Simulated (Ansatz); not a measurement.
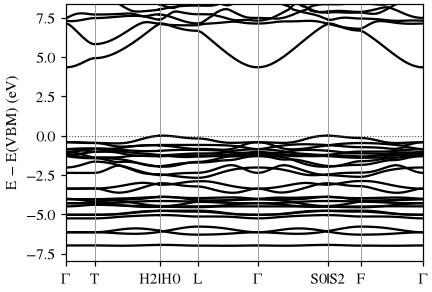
*Band structure from the program Ansatz at the r²SCAN level (PAW)*

The gap is 4.35 eV; an edge lies off the plotted path or next to a special point (maximum on the Γ–S0 line, 97 % of the way from Γ, minimum at Γ).

Question: Which compound is it?
A) KZn2BCl2O3, R32 (Pearson symbol hR9)
B) SnTeO3, R3c (Sn on 6a, Te on 6a, O on 18b)
C) Cr2O3, corundum
D) LuAgO2, R-3m (Lu on 3b, Ag on 3a, O on 6c)

Answer: A, KZn2BCl2O3, R32 (Pearson symbol hR9)

The workflow started from a Materials Project entry (that database holds measured and hypothetical structures alike); the Crystallography Open Database files this formula in space group No. 155, but the cells were not matched. Its standing as an ambient phase is unchecked. Symmetry was held in the r²SCAN relaxation; whether a distortion lowers the energy is not shown.

Potentials: the later of the program's two PAW sets.
